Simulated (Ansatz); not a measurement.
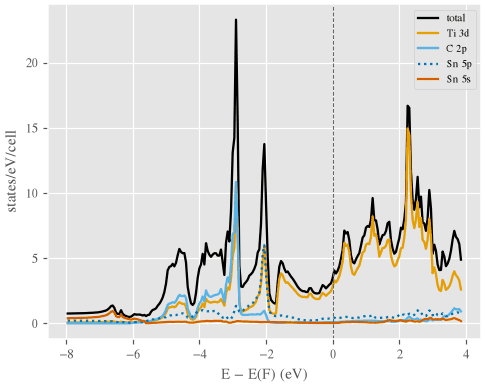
Figure: Total and projected density of states of Ti$_{2}$SnC in space group P6_3/mmc (No. 194; Ti on 4f, Sn on 2d, C on 2a), PBEsol in the plane-wave PAW code Ansatz

Question: Which orbitals carry the states next to the Fermi level?

Answer: Within 0.5 eV of the Fermi level: Ti 3d 83 %, Sn 5p 10 %. Projections are on Löwdin-orthogonalised atomic valence shells; empty p or d shells of many metals are not among them.

Question: Where is the tallest occupied peak in this window, and what makes it?

Answer: Near -2.9 eV, about 23 states/eV per cell; the largest projected share is C 2p.

The workflow started from a Materials Project entry (that database holds measured and hypothetical structures alike); the Crystallography Open Database copy checked does not list it. Its standing as an ambient phase is unchecked. The cell was relaxed with PBEsol under the symmetry of its start; whether a distortion lowers the energy is not shown. No spin polarisation was allowed. Scalar-relativistic: spin–orbit coupling is off unless named, which matters more the heavier the elements.

Potentials: the later of the program's two PAW sets.
